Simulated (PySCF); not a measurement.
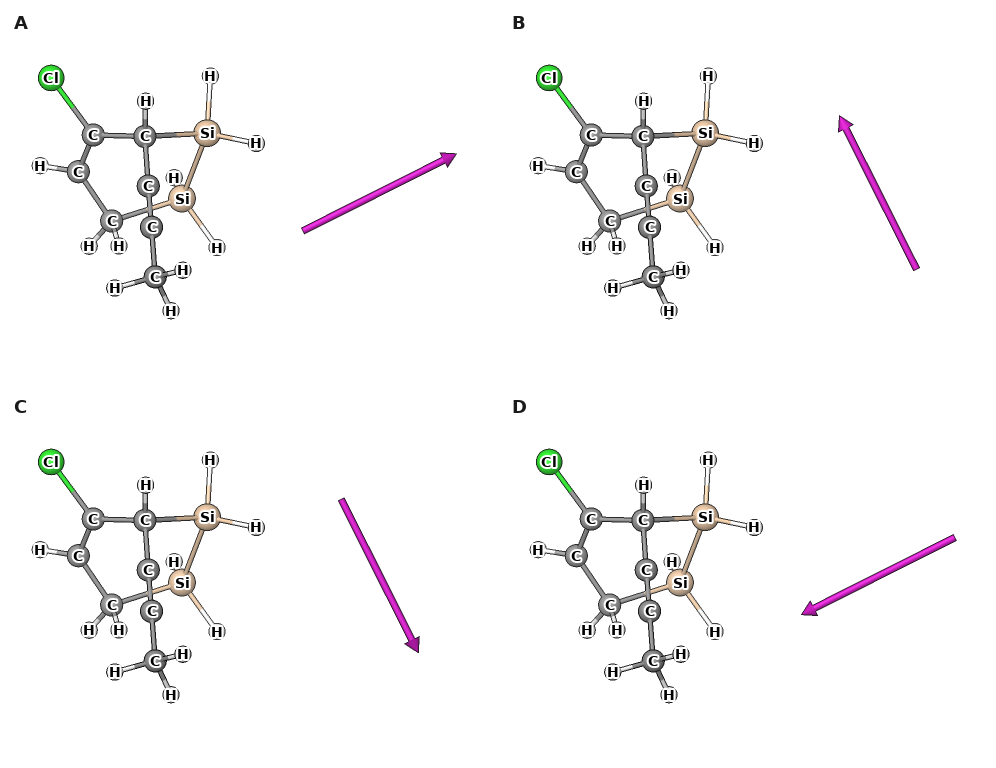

The same molecule four times, each with an arrow. The computed structure is the end point of a GFN2-xTB optimisation. No frequency run is at hand to confirm it as a minimum. Properties computed with PBE0/pcSseg-1, gas phase (PySCF 2.14.0).

Which arrow points along the dipole moment, from the negative to the positive end?

C. The dipole moment is 2.35 D.

The geometry is semi-empirical. Around Si such bond lengths and angles can be off by a tenth of an ångström or more and by several degrees, and values that hang on the shape move with them.
